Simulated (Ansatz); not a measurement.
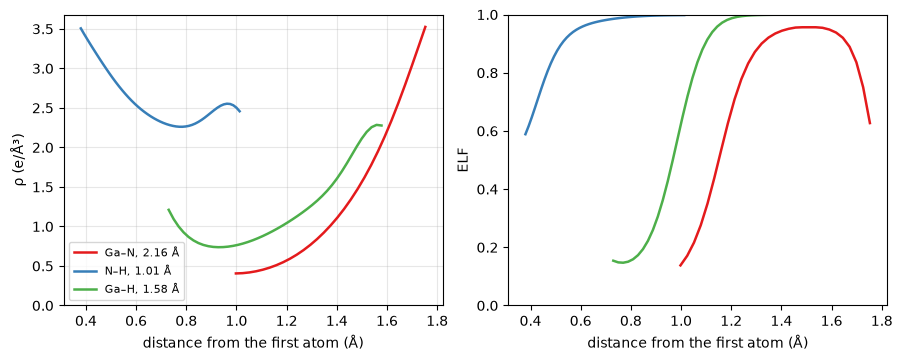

*GaH6N. Total electron density and ELF along straight lines between neighbouring atoms. The curves leave out the atomic cores.*

Theory: RKS BHLYP-D4/def2-SVP (Ansatz).

Input file:

```
crystal:
  periodic: [false, false, false]
  atoms:
    - { symbol: Ga, position_ang: [0.031172, 0.264518, -0.0353] }
    - { symbol: H, position_ang: [-0.153579, 0.2906, 1.522598] }
    - { symbol: H, position_ang: [1.462281, 0.37414, -0.655249] }
    - { symbol: H, position_ang: [-1.230377, 0.128293, -0.949062] }
    - { symbol: "N", position_ang: [0.034747, -2.523718, 1.369801] }
    - { symbol: H, position_ang: [-0.615673, -2.755656, 0.634458] }
    - { symbol: H, position_ang: [0.98316, -2.586402, 1.031622] }
    - { symbol: H, position_ang: [-0.142332, -1.569876, 1.720832] }
basis:
  gaussian: { orbitals: def2-SVP }
hamiltonian:
  xc: { name: BHLYP }
  dispersion: d4
relax:
  f_tol: 0.03
  max_steps: 50
output:
  orbitals: {}
```

Command:

```sh
ansatz run input.yaml --threads 1 --pin off --max-ram 2048MiB --backend cpu --events-out ev --progress --plain --runs-dir out
```

The fields are those of the run's last geometry, not of the input's.

Compare the contacts.

Answer. Ga–N (2.16 Å): ρ at the midpoint is about 0.43 e/Å³; the ELF peaks at about 0.95 in the valence shell of N, 0.7 Å from its nucleus, and is about 0.30 at the midpoint.
N–H (1.01 Å): ρ at the midpoint is about 2.9 e/Å³; the ELF climbs to about 1 towards the hydrogen, as it does in any bond to H; a covalent bond by its length.
Ga–H (1.58 Å): ρ at the midpoint is about 0.93 e/Å³; the ELF climbs to about 1 towards the hydrogen.
